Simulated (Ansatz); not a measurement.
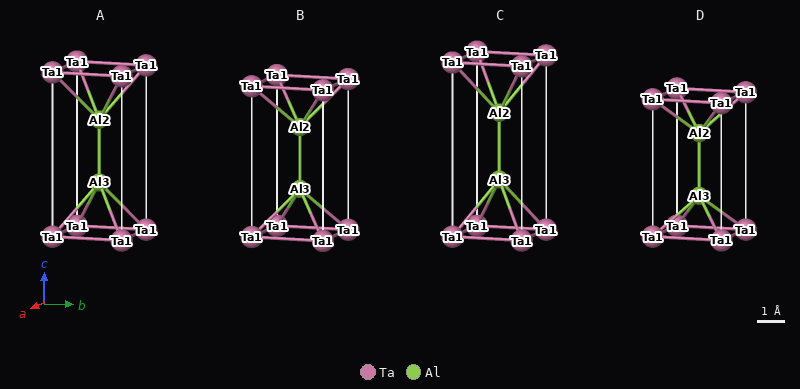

4 geometries from one relaxation of a crystal of TaAl$_{2}$ (a generated structure, set up in P4/mmm) (coarse preliminary run), in shuffled order. A ball-and-stick model of the cell of the calculation, seen slightly off an axis.

Method: DFT PBE, scalar-relativistic, plane waves, PAW (Ansatz 0.2.0). (plane-wave cutoff 420 eV; k-point mesh 6 × 6 × 4; occupations gaussian; smearing width 0.1 eV; no spin polarisation; cell and atoms relaxed; force threshold 0.04 eV/Å; at most 70 steps)

Q: Put them in the order of the run, from the start to the converged end.

A: D, B, A, C. They are steps 0, 2, 4, 10, at +1287 meV per atom, +336 meV per atom, +66.5 meV per atom relative to the last. The largest moves relative to the cell, 0.25 Å, are those of Al2 and Al3. Al2 goes along −c. Ta stays in place. The drawn cell changes as follows: a = b 2.808 → 2.819 Å (+0.4 %), c 5.349 → 6.785 Å (+26.8 %); the volume changes by +27.8 %. Near-neighbour distances that change, for instance: Ta1–Al2 2.459 → 2.888 Å, Al2–Al3 2.446 → 2.605 Å, Ta1–Ta1 2.808 → 2.819 Å, Al2–Al2 2.808 → 2.819 Å. The space group stays P4/mmm (No. 123). Over 8 accepted moves (10 points after the start) the energy falls by 1287 meV per atom. Largest force component: 4.5 eV/Å at the start, 0.014 eV/Å at the end. The pressure goes from 67.48 to −0.03 GPa. The SCF was repeated twice at an unchanged geometry on a basis and grid sized afresh for the cell, which shifted the energy by 14.9 meV per atom at most.

Limits of the set-up: the k-point mesh is coarse for a cell with partly filled bands.
